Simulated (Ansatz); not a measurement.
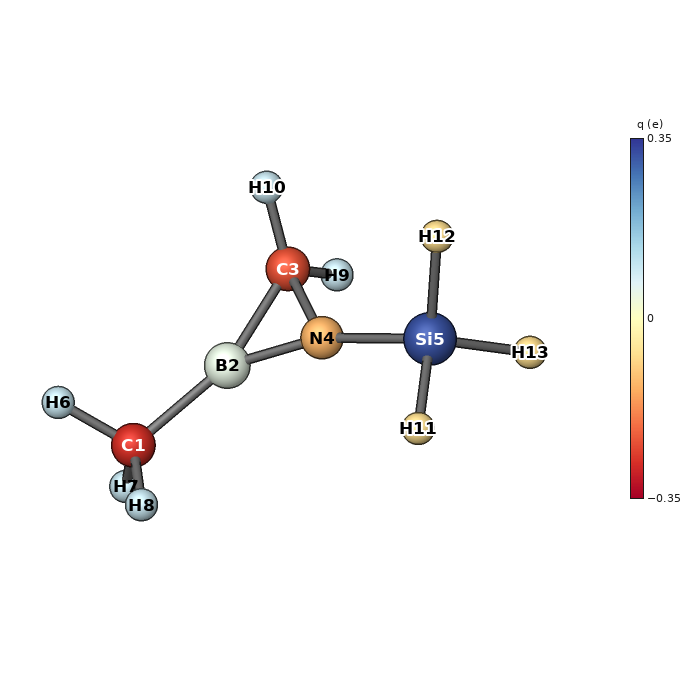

Atoms are coloured by their Mulliken charges. The computed structure is the end point of a PBE0-D4/def2-TZVP optimisation. No frequency run is at hand to confirm it as a minimum. Level of theory: RKS B3LYP-D4/def2-TZVPP (Ansatz 0.2.0).

Which atom carries the highest charge (most positive or least negative)?

Si5 (0.32 e).

And the lowest?

C1 (−0.28 e).

Give the Mulliken charges atom by atom.

| atom | value (e) |
| --- | --- |
| C1 | −0.28 |
| B2 | 0.05 |
| C3 | −0.24 |
| N4 | −0.13 |
| Si5 | 0.32 |
| H6 | 0.10 |
| H7 | 0.10 |
| H8 | 0.10 |
| H9 | 0.10 |
| H10 | 0.10 |
| H11 | −0.07 |
| H12 | −0.07 |
| H13 | −0.07 |

Mulliken values depend strongly on the basis set and can even reverse the polarity of a bond.
